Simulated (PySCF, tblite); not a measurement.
# C4H11P: changes of charge, electronic excitations, EPR parameters, part 2 of 3

tblite 0.8.0 and PySCF 2.14.0. Atoms count from 0. Earlier steps stand in the parts before.

## (8) Relaxing the molecule with GFN2-xTB

This step treats C₄H₁₁P+ (doublet), labelled `CC(C)(C)[PH2+]` (the label fixes atoms and charge, not where charge and spin sit).

Job settings and geometry (Å):

```
{"job": {"kind": "relax", "xc": "GFN2-xTB", "basis": "xTB"}, "charge": 1, "multiplicity": 2}
C     -0.138100     1.141200     0.810200
C      0.028100    -0.067300    -0.099600
C      0.077200    -1.357000     0.774900
C     -1.088900    -0.143600    -1.130800
P      1.663000    -0.024500    -1.021800
H     -1.123700     1.077100     1.351100
H     -0.168600     2.083600     0.216200
H      0.661400     1.241800     1.567400
H      0.214500    -2.254600     0.150500
H     -0.905600    -1.465000     1.315500
H      0.856800    -1.325600     1.517600
H     -0.979600    -1.041900    -1.766300
H     -1.130800     0.742800    -1.730100
H     -2.054700    -0.244000    -0.611500
H      1.556300     1.351200    -1.479700
H      2.502200     0.326900     0.091100
```

The program printed:

```text
step      E/eV     max force
  0    -440.59425    2.716
  1    -440.80774    1.379
  2    -440.88725    0.586
  3    -440.90645    0.484
  4    -440.94041    0.456
  5    -440.95555    0.394
  6    -440.96767    0.343
  7    -440.97315    0.281
  8    -440.97673    0.173
  9    -440.97872    0.137
 10    -440.98033    0.091
 11    -440.98125    0.080
 12    -440.98193    0.071
 13    -440.98255    0.069
 14    -440.98319    0.066
 15    -440.98370    0.059
 16    -440.98401    0.037
 17    -440.98420    0.033
 18    -440.98438    0.043
 19    -440.98457    0.041
 20    -440.98474    0.037
 21    -440.98492    0.039
 22    -440.98514    0.051
 23    -440.98539    0.061
 24    -440.98560    0.043
 25    -440.98570    0.016
 26    -440.98574    0.014
 27    -440.98577    0.017
 28    -440.98580    0.012
 29    -440.98581    0.007
```

It took 0.13 s on 1 thread of Arm Neoverse V2, shared host.

Relaxation path:

```
step  energy from step 0 (eV)  largest force (eV/Å)
   0                   0.0000                2.7157
   1                  -0.2135                1.3791
   2                  -0.2930                0.5865
   3                  -0.3122                0.4840
   4                  -0.3462                0.4556
   5                  -0.3613                0.3941
   6                  -0.3734                0.3428
   7                  -0.3789                0.2812
   8                  -0.3825                0.1730
   9                  -0.3845                0.1371
  10                  -0.3861                0.0906
  11                  -0.3870                0.0804
  12                  -0.3877                0.0707
  13                  -0.3883                0.0691
  14                  -0.3889                0.0658
  15                  -0.3895                0.0594
  16                  -0.3898                0.0368
  17                  -0.3899                0.0327
  18                  -0.3901                0.0429
  19                  -0.3903                0.0415
  20                  -0.3905                0.0366
  21                  -0.3907                0.0394
  22                  -0.3909                0.0505
  23                  -0.3911                0.0615
  24                  -0.3913                0.0432
  25                  -0.3915                0.0159
  26                  -0.3915                0.0141
  27                  -0.3915                0.0171
  28                  -0.3915                0.0121
  29                  -0.3916                0.0073
```

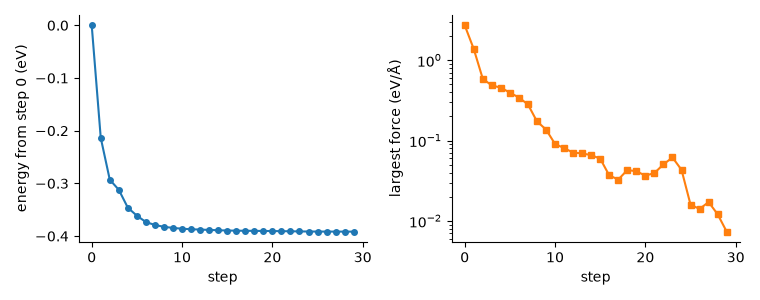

Energy and largest force along the relaxation.

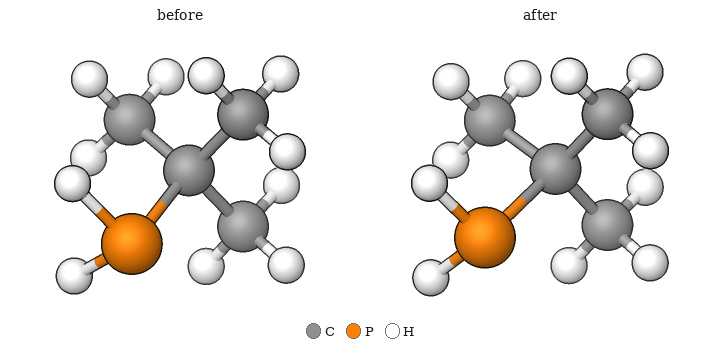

The geometry before (left) and after (right).

Close pairs (by a distance rule), those that changed most:

```
  bond  before (Å)  after (Å)  change (Å)
P4–H14       1.454      1.398      -0.056
 C1–P4       1.878      1.926      +0.048
 C1–C2       1.559      1.514      -0.045
P4–H15       1.437      1.398      -0.040
 C2–H9       1.127      1.090      -0.037
 C0–H5       1.126      1.094      -0.033
 C0–H6       1.114      1.090      -0.024
C3–H12       1.071      1.089      +0.018
```

The end geometry stands in the next job.

## (9) Harmonic vibrations with GFN2-xTB

Job settings and geometry (Å):

```
{"job": {"kind": "ir", "xc": "GFN2-xTB", "basis": "xTB"}, "charge": 1, "multiplicity": 2}
C     -0.107103     1.147241     0.783228
C     -0.043264    -0.122216    -0.059134
C      0.032257    -1.381608     0.777666
C     -1.122763    -0.180684    -1.118843
P      1.656694     0.136477    -0.926749
H     -1.047773     1.115873     1.340029
H     -0.129152     2.057117     0.183354
H      0.691532     1.210566     1.522453
H      0.164517    -2.266030     0.156932
H     -0.901832    -1.513503     1.323022
H      0.836316    -1.337657     1.510681
H     -1.007331    -1.054197    -1.758150
H     -1.136210     0.714884    -1.738277
H     -2.098549    -0.263833    -0.641081
H      1.604793     1.410411    -1.499889
H      2.577274     0.368193     0.099306
```

The program printed:

```text
mode    cm-1     km/mol
  1     100.2     15.45
  2     183.4      2.91
  3     235.2      0.66
  4     236.8      0.44
  5     262.0      2.45
  6     268.7      4.36
  7     350.5     11.53
  8     379.2      0.02
  9     381.4      0.41
 10     477.2     97.77
 11     622.0      6.77
 12     631.7    197.65
 13     810.6      2.39
 14     926.1      1.91
 15     941.9      0.44
 16     958.5      0.08
 17     976.7    118.31
 18     999.1     19.09
 19    1002.7      0.20
 20    1122.0     73.10
 21    1213.6     41.35
 22    1241.4     12.80
 23    1377.2     69.58
 24    1399.0     79.29
 25    1418.1     38.97
 26    1423.7      4.46
 27    1432.3      0.02
 28    1441.1      0.97
 29    1448.5     13.89
 30    1460.7     15.92
 31    1469.0     27.37
 32    2240.1      6.17
 33    2312.6     46.06
 34    2961.8     20.84
 35    3010.4     11.87
 36    3013.1      2.09
 37    3016.4      3.03
 38    3020.2      0.06
 39    3030.4      7.32
 40    3030.9      7.48
 41    3036.8      1.71
 42    3041.1      6.04
ZPE 352.326  H(298)-E 376.044  G(298)-E 269.185 kJ/mol  S 358.41 J/(mol K)
```

It took 0.37 s on 1 thread of Arm Neoverse V2, shared host.

Which atoms move in the most intense modes:

```
cm⁻¹  km/mol                                 atoms
 477    97.8                      C1 49 %, P4 17 %
 632   197.7                    H14 42 %, H15 36 %
 977   118.3                    H15 38 %, H14 38 %
1122    73.1            C1 25 %, H13 10 %, H9 10 %
1214    41.4                               C1 52 %
1377    69.6    H5 31 %, H6 23 %, H7 23 %, C0 12 %
1399    79.3  H9 17 %, H13 17 %, H8 15 %, H11 14 %
2313    46.1                    H15 48 %, H14 48 %
```

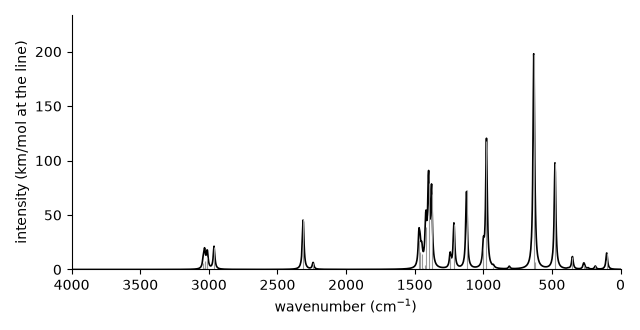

The infrared spectrum from these modes, unscaled. Lines are broadened to a width of 14 cm⁻¹ (Lorentzian).

## (10) Optimising the geometry at PBE0-D3(BJ)/def2-SVP

This step treats C₄H₁₁P+ (doublet), labelled `CC(C)(C)[PH2+]` (the label fixes atoms and charge, not where charge and spin sit).

The job, as its differences from that of step 9:

```diff
@@ -1,2 +1,2 @@
-{"job": {"kind": "ir", "xc": "GFN2-xTB", "basis": "xTB"}, "charge": 1, "multiplicity": 2}
+{"job": {"xc": "PBE0", "basis": "def2-SVP", "d3": "d3bj", "grid": 1, "kind": "geom"}, "charge": 1, "multiplicity": 2}
 C     -0.107103     1.147241     0.783228
```

The program printed:

```text
step   0  E = -499.54501266  max force = 0.019630
step   1  E = -499.54993833  max force = 0.003805
step   2  E = -499.55047408  max force = 0.001408
step   3  E = -499.55055745  max force = 0.000520
step   4  E = -499.55056989  max force = 0.000194
optimisation converged
```

It took 43 s on 1 thread of Arm Neoverse V2, shared host; peak memory 0.58 GiB.

The steps of the relaxation:

```
step  energy from step 0 (eV)  largest force component (eV/Å)
   0                   0.0000                          1.0094
   1                  -0.1340                          0.1957
   2                  -0.1486                          0.0724
   3                  -0.1509                          0.0267
   4                  -0.1512                          0.0100
```

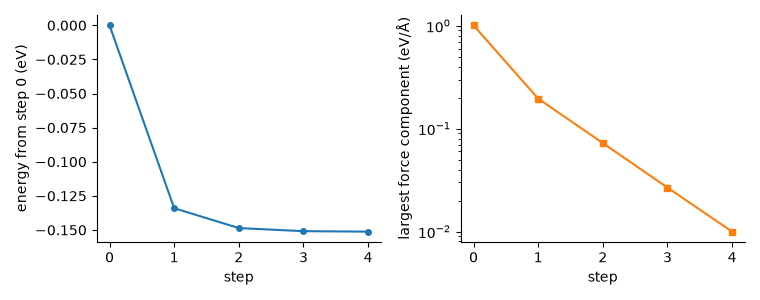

Energy and largest force along the relaxation.

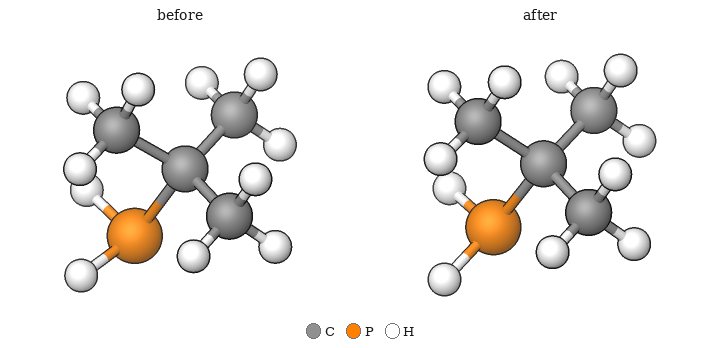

Before and after, at one scale.

Close pairs (by a distance rule), those that changed most:

```
  bond  before (Å)  after (Å)  change (Å)
 C1–P4       1.926      1.848      -0.078
P4–H14       1.398      1.416      +0.018
P4–H15       1.398      1.416      +0.018
 C0–C1       1.525      1.541      +0.016
 C1–C2       1.514      1.527      +0.014
 C1–C3       1.514      1.527      +0.013
 C0–H5       1.094      1.105      +0.012
C2–H10       1.089      1.100      +0.012
```

The next job starts from the end point, and lists it.

```
                         at the end point                value
  point group (found at 0.08 Å tolerance)                   Cs
rotational constants (GHz, main isotopes)  4.343, 2.968, 2.928
                                     ⟨S²⟩                0.753
```

## (11) Harmonic vibrations (C₄H₁₁P+ (doublet), CC(C)(C)[PH2+]): PBE0-D3(BJ)/def2-SVP

Job settings and geometry (Å):

```
{"job": {"xc": "PBE0", "basis": "def2-SVP", "d3": "d3bj", "grid": 2, "kind": "hessian"}, "charge": 1, "multiplicity": 2}
C     -0.176732     1.154180     0.836968
C     -0.022916    -0.095622    -0.050484
C      0.061370    -1.378305     0.774580
C     -1.095907    -0.164503    -1.135221
P      1.613345     0.185717    -0.863004
H     -1.146684     1.044787     1.355161
H     -0.221492     2.091215     0.262026
H      0.598074     1.231147     1.614390
H      0.207369    -2.266739     0.143716
H     -0.894811    -1.502271     1.306032
H      0.855954    -1.340878     1.534972
H     -0.965771    -1.037892    -1.790095
H     -1.134091     0.746361    -1.751529
H     -2.073283    -0.264955    -0.638478
H      1.659763     1.355925    -1.658541
H      2.694106     0.265817     0.047935
```

The program printed:

```text
coarse grid: 12792 points
cycle   1  E = -499.4440291441  dE =  4.669e-01  |g| = 2.650e-01  |ddm| = 2.611e+00
cycle   2  E = -499.4384428359  dE =  5.586e-03  |g| = 2.891e-01  |ddm| = 7.635e-01
cycle   3  E = -499.4878843669  dE = -4.944e-02  |g| = 4.005e-02  |ddm| = 3.791e-01
cycle   4  E = -499.4885722362  dE = -6.879e-04  |g| = 2.088e-02  |ddm| = 5.965e-02
cycle   5  E = -499.4888070549  dE = -2.348e-04  |g| = 4.773e-03  |ddm| = 2.573e-02
cycle   6  E = -499.4888229023  dE = -1.585e-05  |g| = 1.355e-03  |ddm| = 8.076e-03
cycle   7  E = -499.4888244795  dE = -1.577e-06  |g| = 7.365e-04  |ddm| = 2.728e-03
final grid: 115856 points
cycle   8  E = -499.5505697122  dE = -2.237e-05  |g| = 5.953e-03  |ddm| = 2.112e-02
cycle   9  E = -499.5505557156  dE =  1.400e-05  |g| = 7.840e-03  |ddm| = 1.402e-02
cycle  10  E = -499.5505892714  dE = -3.356e-05  |g| = 6.560e-04  |ddm| = 8.206e-03
cycle  11  E = -499.5505894918  dE = -2.204e-07  |g| = 1.322e-04  |ddm| = 7.333e-04
cycle  12  E = -499.5505895051  dE = -1.332e-08  |g| = 4.199e-05  |ddm| = 2.048e-04
cycle  13  E = -499.5505895081  dE = -3.015e-09  |g| = 1.342e-05  |ddm| = 1.310e-04
cycle  14  E = -499.5505895085  dE = -3.743e-10  |g| = 5.236e-06  |ddm| = 5.161e-05
cycle  15  E = -499.5505895085  dE = -2.888e-11  |g| = 1.452e-06  |ddm| = 1.557e-05
converged SCF energy = -499.5505895085

mode    cm-1
  1     169.9
  2     218.0
  3     221.1
  4     249.8
  5     274.3
  6     275.1
  7     344.3
  8     368.2
  9     372.1
 10     565.6
 11     629.9
 12     669.4
 13     787.6
 14     934.2
 15     951.3
 16     964.0
 17    1006.6
 18    1037.4
 19    1043.2
 20    1170.8
 21    1222.2
 22    1251.9
 23    1363.1
 24    1388.9
 25    1412.7
 26    1426.5
 27    1444.9
 28    1449.7
 29    1460.3
 30    1473.1
 31    1483.4
 32    2476.2
 33    2522.5
 34    3038.1
 35    3064.6
 36    3065.7
 37    3134.3
 38    3163.5
 39    3163.9
 40    3171.3
 41    3176.0
 42    3176.7
ZPE 363.557  H(298)-E 386.553  G(298)-E 281.408 kJ/mol  S 352.66 J/(mol K)
```

Wall time 10 min (1 thread of Arm Neoverse V2, shared host); peak memory 2.1 GiB.

Zero-point energy 363.56 kJ/mol (xTB gave 352.33).

## (12) Single point (C4H11P): wB97X-D3(BJ)/ma-def2-TZVP

Geometry: PBE0-D3(BJ)/def2-SVP, that of another charge or spin state.

The job, as its differences from that of step 11:

```diff
@@ -1,2 +1,2 @@
-{"job": {"xc": "PBE0", "basis": "def2-SVP", "d3": "d3bj", "grid": 2, "kind": "hessian"}, "charge": 1, "multiplicity": 2}
+{"job": {"kind": "sp", "xc": "wB97X", "basis": "ma-def2-TZVP", "d3": "d3bj", "grid": 2}, "charge": 0, "multiplicity": 1}
 C     -0.176732     1.154180     0.836968
```

The program printed:

```text
coarse grid: 12792 points
cycle   1  E = -500.5500405943  dE =  4.196e-01  |g| = 2.518e-01  |ddm| = 2.859e+00
cycle   2  E = -500.5695881786  dE = -1.955e-02  |g| = 1.126e-01  |ddm| = 9.059e-01
cycle   3  E = -500.5723641371  dE = -2.776e-03  |g| = 3.501e-02  |ddm| = 2.672e-01
cycle   4  E = -500.5727235360  dE = -3.594e-04  |g| = 1.045e-02  |ddm| = 1.239e-01
cycle   5  E = -500.5727564120  dE = -3.288e-05  |g| = 3.347e-03  |ddm| = 3.565e-02
cycle   6  E = -500.5727606959  dE = -4.284e-06  |g| = 1.065e-03  |ddm| = 1.844e-02
final grid: 115856 points
cycle   7  E = -500.5609633444  dE = -4.815e-05  |g| = 3.404e-03  |ddm| = 6.682e-02
cycle   8  E = -500.5609649298  dE = -1.585e-06  |g| = 2.585e-03  |ddm| = 1.132e-02
cycle   9  E = -500.5609664984  dE = -1.569e-06  |g| = 3.099e-04  |ddm| = 2.507e-03
cycle  10  E = -500.5609665357  dE = -3.723e-08  |g| = 1.745e-04  |ddm| = 1.362e-03
cycle  11  E = -500.5609665447  dE = -8.984e-09  |g| = 3.228e-05  |ddm| = 3.312e-04
converged SCF energy = -500.5609665447
```

It took 12 s on 1 thread of Arm Neoverse V2, shared host; peak memory 1 GiB.

## (13) Single point (C4H11P+ (doublet), CC(C)(C)[PH2+]): wB97X-D3(BJ)/ma-def2-TZVP

Geometry: PBE0-D3(BJ)/def2-SVP.

The job, as its differences from that of step 12:

```diff
@@ -1,2 +1,2 @@
-{"job": {"kind": "sp", "xc": "wB97X", "basis": "ma-def2-TZVP", "d3": "d3bj", "grid": 2}, "charge": 0, "multiplicity": 1}
+{"job": {"kind": "sp", "xc": "wB97X", "basis": "ma-def2-TZVP", "d3": "d3bj", "grid": 2}, "charge": 1, "multiplicity": 2}
 C     -0.176732     1.154180     0.836968
```

The program printed:

```text
final grid: 115856 points
cycle   1  E = -500.2616375058  dE = -3.662e-02  |g| = 1.426e-01  |ddm| = 6.824e-01
cycle   2  E = -500.2681746294  dE = -6.537e-03  |g| = 9.029e-02  |ddm| = 5.164e-01
cycle   3  E = -500.2715347137  dE = -3.360e-03  |g| = 9.852e-03  |ddm| = 1.212e-01
cycle   4  E = -500.2716066665  dE = -7.195e-05  |g| = 4.813e-03  |ddm| = 1.914e-02
cycle   5  E = -500.2716317520  dE = -2.509e-05  |g| = 1.476e-03  |ddm| = 1.244e-02
cycle   6  E = -500.2716366091  dE = -4.857e-06  |g| = 5.518e-04  |ddm| = 5.855e-03
cycle   7  E = -500.2716372128  dE = -6.038e-07  |g| = 2.941e-04  |ddm| = 2.086e-03
cycle   8  E = -500.2716374175  dE = -2.047e-07  |g| = 8.757e-05  |ddm| = 1.512e-03
cycle   9  E = -500.2716374459  dE = -2.838e-08  |g| = 4.781e-05  |ddm| = 4.304e-04
cycle  10  E = -500.2716374529  dE = -7.004e-09  |g| = 2.568e-05  |ddm| = 1.825e-04
converged SCF energy = -500.2716374529
```

It took 29 s on 1 thread of Arm Neoverse V2, shared host; peak memory 1.3 GiB.

## (14) Single point (C4H11P): wB97X-D3(BJ)/ma-def2-TZVP in N,N-dimethylformamide

Geometry: PBE0-D3(BJ)/def2-SVP.

Job settings and geometry (Å):

```
{"job": {"kind": "sp", "xc": "wB97X", "basis": "ma-def2-TZVP", "d3": "d3bj", "grid": 2, "solvent": "N,N-dimethylformamide"}, "charge": 0, "multiplicity": 1}
C     -0.154306     1.147311     0.815489
C      0.038786    -0.075938    -0.076541
C      0.059740    -1.349424     0.771700
C     -1.086451    -0.158267    -1.110247
P      1.666260    -0.020645    -1.033183
H     -1.112727     1.078832     1.359853
H     -0.169044     2.077763     0.227170
H      0.649988     1.232746     1.562411
H      0.205467    -2.247800     0.151722
H     -0.896261    -1.462272     1.310226
H      0.863732    -1.321606     1.524434
H     -0.971098    -1.035174    -1.766216
H     -1.119580     0.740447    -1.746701
H     -2.062153    -0.242075    -0.602595
H      1.563723     1.334278    -1.480253
H      2.508526     0.324969     0.070100
```

The program printed:

```text
final grid: 115856 points
cycle   1  E = -500.5911798500  dE = -3.747e-04  |g| = 9.483e-03  |ddm| = 2.641e-01
cycle   2  E = -500.5912320410  dE = -5.219e-05  |g| = 5.249e-03  |ddm| = 8.970e-02
cycle   3  E = -500.5912432304  dE = -1.119e-05  |g| = 2.444e-03  |ddm| = 2.645e-02
cycle   4  E = -500.5912477061  dE = -4.476e-06  |g| = 5.980e-04  |ddm| = 2.764e-02
cycle   5  E = -500.5912479812  dE = -2.751e-07  |g| = 1.866e-04  |ddm| = 5.625e-03
cycle   6  E = -500.5912480020  dE = -2.074e-08  |g| = 4.648e-05  |ddm| = 1.204e-03
cycle   7  E = -500.5912480039  dE = -1.913e-09  |g| = 1.832e-05  |ddm| = 4.743e-04
converged SCF energy = -500.5912480039
```

Wall time 13 s (1 thread of Arm Neoverse V2, shared host); peak memory 1.3 GiB.

## (15) Single point (C₄H₁₁P+ (doublet), CC(C)(C)[PH2+]): wB97X-D3(BJ)/ma-def2-TZVP in N,N-dimethylformamide

Geometry: PBE0-D3(BJ)/def2-SVP.

Job settings and geometry (Å):

```
{"job": {"kind": "sp", "xc": "wB97X", "basis": "ma-def2-TZVP", "d3": "d3bj", "grid": 2, "solvent": "N,N-dimethylformamide"}, "charge": 1, "multiplicity": 2}
C     -0.176732     1.154180     0.836968
C     -0.022916    -0.095622    -0.050484
C      0.061370    -1.378305     0.774580
C     -1.095907    -0.164503    -1.135221
P      1.613345     0.185717    -0.863004
H     -1.146684     1.044787     1.355161
H     -0.221492     2.091215     0.262026
H      0.598074     1.231147     1.614390
H      0.207369    -2.266739     0.143716
H     -0.894811    -1.502271     1.306032
H      0.855954    -1.340878     1.534972
H     -0.965771    -1.037892    -1.790095
H     -1.134091     0.746361    -1.751529
H     -2.073283    -0.264955    -0.638478
H      1.659763     1.355925    -1.658541
H      2.694106     0.265817     0.047935
```

The program printed:

```text
final grid: 115856 points
cycle   1  E = -500.3638728262  dE = -1.646e-03  |g| = 1.343e-02  |ddm| = 4.271e-01
cycle   2  E = -500.3640632622  dE = -1.904e-04  |g| = 7.706e-03  |ddm| = 9.214e-02
cycle   3  E = -500.3641075639  dE = -4.430e-05  |g| = 2.919e-03  |ddm| = 1.741e-02
cycle   4  E = -500.3641271118  dE = -1.955e-05  |g| = 1.554e-03  |ddm| = 1.606e-02
cycle   5  E = -500.3641320272  dE = -4.915e-06  |g| = 6.594e-04  |ddm| = 4.995e-03
cycle   6  E = -500.3641340667  dE = -2.039e-06  |g| = 3.116e-04  |ddm| = 3.584e-03
cycle   7  E = -500.3641345314  dE = -4.647e-07  |g| = 9.427e-05  |ddm| = 2.089e-03
cycle   8  E = -500.3641345570  dE = -2.567e-08  |g| = 3.950e-05  |ddm| = 4.478e-04
cycle   9  E = -500.3641345608  dE = -3.741e-09  |g| = 1.154e-05  |ddm| = 2.232e-04
converged SCF energy = -500.3641345608
```

It took 23 s on 1 thread of Arm Neoverse V2, shared host; peak memory 1.3 GiB.

## (16) Changes of charge: wB97X-D3(BJ)/ma-def2-TZVP

This step combines the energies above: geometries from PBE0-D3(BJ)/def2-SVP, zero-point and thermal terms from PBE0-D3(BJ)/def2-SVP.

Job settings and geometry (Å):

```
{"job": {"kind": "rx", "dirs": [1], "geom": {"xc": "PBE0", "basis": "def2-SVP", "d3": "d3bj", "grid": 1}, "hess": 1, "level": {"xc": "wB97X", "basis": "ma-def2-TZVP", "d3": "d3bj", "solvents": ["N,N-dimethylformamide"]}}, "charge": 0, "multiplicity": 1}
C     -0.154306     1.147311     0.815489
C      0.038786    -0.075938    -0.076541
C      0.059740    -1.349424     0.771700
C     -1.086451    -0.158267    -1.110247
P      1.666260    -0.020645    -1.033183
H     -1.112727     1.078832     1.359853
H     -0.169044     2.077763     0.227170
H      0.649988     1.232746     1.562411
H      0.205467    -2.247800     0.151722
H     -0.896261    -1.462272     1.310226
H      0.863732    -1.321606     1.524434
H     -0.971098    -1.035174    -1.766216
H     -1.119580     0.740447    -1.746701
H     -2.062153    -0.242075    -0.602595
H      1.563723     1.334278    -1.480253
H      2.508526     0.324969     0.070100
```

Output (the driver's rows laid out field by field):

```text
ionisation and electron attachment, wB97X-D3(BJ)/ma-def2-TZVP // PBE0-D3(BJ)/def2-SVP

row 1
  change                  oxidation
  charge                  1
  multiplicity            2
  vertical_ev             9.3213
  vertical_s2             0.754
  formula                 C4H11P
  smiles                  CC(C)(C)[PH2+]
  kept                    yes
  pieces                  1
  point_group             Cs
  adiabatic_electronic_ev 8.6106
  adiabatic_ev            8.5848
  free_energy_ev          8.5571
  s2                      0.753
  bonds_moved             1 4 1.889 1.848; 4 15 1.43 1.416; 4 14 1.43 1.416; 0 1 1.526 1.541
  spin_on                 4 P 0.898
  charge_moved            4 P 0.536; 15 H 0.098; 14 H 0.098
  vertical_back_ev        7.873
  relaxation_parent_ev    0.7376
  relaxation_ion_ev       0.7107
  reorganisation_ev       1.4483
  solution                solvent N,N-dimethylformamide, absolute_potential_v 6.1266, solvation_parent_kj -8.34, solvation_ion_kj -242.85
```

Run time: 19 min. Hardware: 1 thread of Arm Neoverse V2, shared host; peak memory 1.3 GiB.

Energy taken up on oxidation, or given off on reduction (eV; adiabatic with zero-point energy):

```
                    change         product  vertical  adiabatic  free energy  reorganisation  ⟨S²⟩
oxidation (multiplicity 2)  CC(C)(C)[PH2+]      9.32       8.58         8.56            1.45  0.75
```

On oxidation to multiplicity 2 charge changes most on P4 (+0.54 e), H15 (+0.10 e), H14 (+0.10 e); the spin sits on P4 (0.90); the bond C1–P4 goes from 1.889 to 1.848 Å; the absolute potential is 6.13 V in N,N-dimethylformamide.

(Part 2 of 3 ends here.)
